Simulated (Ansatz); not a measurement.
```json
{"atom": "W", "x (Å)": "0.3001", "y (Å)": "-0.1671", "z (Å)": "0.1533"}
{"atom": "F", "x (Å)": "-0.3121", "y (Å)": "-0.3538", "z (Å)": "1.9439"}
{"atom": "F", "x (Å)": "2.0783", "y (Å)": "-0.2901", "z (Å)": "-0.5091"}
{"atom": "H", "x (Å)": "0.2967", "y (Å)": "1.0326", "z (Å)": "-1.0450"}
{"atom": "H", "x (Å)": "-0.9286", "y (Å)": "1.0000", "z (Å)": "0.2154"}
{"atom": "H", "x (Å)": "-0.1192", "y (Å)": "-1.7805", "z (Å)": "-0.2972"}
{"atom": "H", "x (Å)": "-0.8981", "y (Å)": "-0.3702", "z (Å)": "-1.0194"}
{"atom": "N", "x (Å)": "1.3798", "y (Å)": "1.6506", "z (Å)": "1.2555"}
{"atom": "H", "x (Å)": "2.3974", "y (Å)": "1.6501", "z (Å)": "1.0977"}
{"atom": "H", "x (Å)": "1.0185", "y (Å)": "2.5437", "z (Å)": "0.8970"}
{"atom": "H", "x (Å)": "1.2094", "y (Å)": "1.6393", "z (Å)": "2.2710"}
```

Core potentials replace the inner electrons of W.

All numbers below come from RKS PBE-D4/def2-SVP (Ansatz).

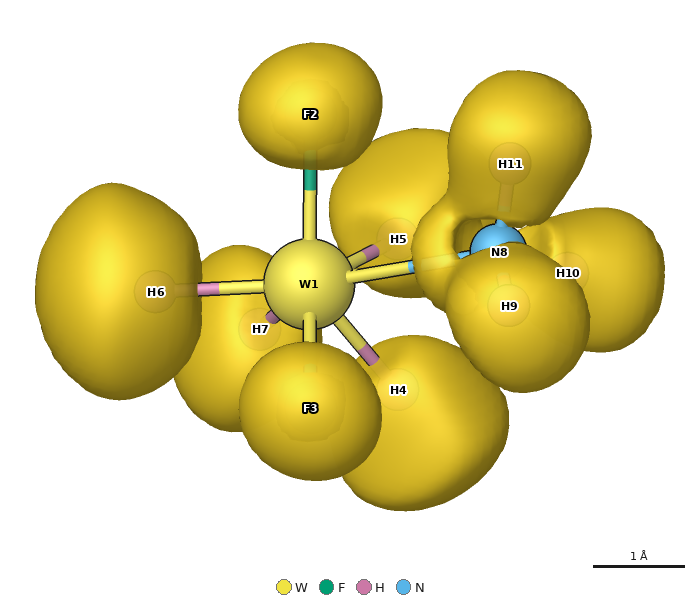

F2H7NW. Isosurface of the ELF at 0.75 (yellow), seen at a tilt. Core shells and regions of very low density are left out.

Q: What do the ELF domains correspond to?

A: The ELF exceeds this value in four regions around hydrogen nuclei, two regions wrapped around F (the valence shell of each) and one joined region spread over several atoms (H, N), in which their bonds and any lone pairs are merged.

Values along the shortest contacts:
W–F (1.90 Å): the ELF peaks at about 0.85 in the valence shell of F, 0.5 Å from its nucleus, and drops to about 0.20 between the two atoms. W–N (2.38 Å): the ELF peaks at about 0.95 in the valence shell of N, 0.7 Å from its nucleus, and is about 0.20 at the midpoint.
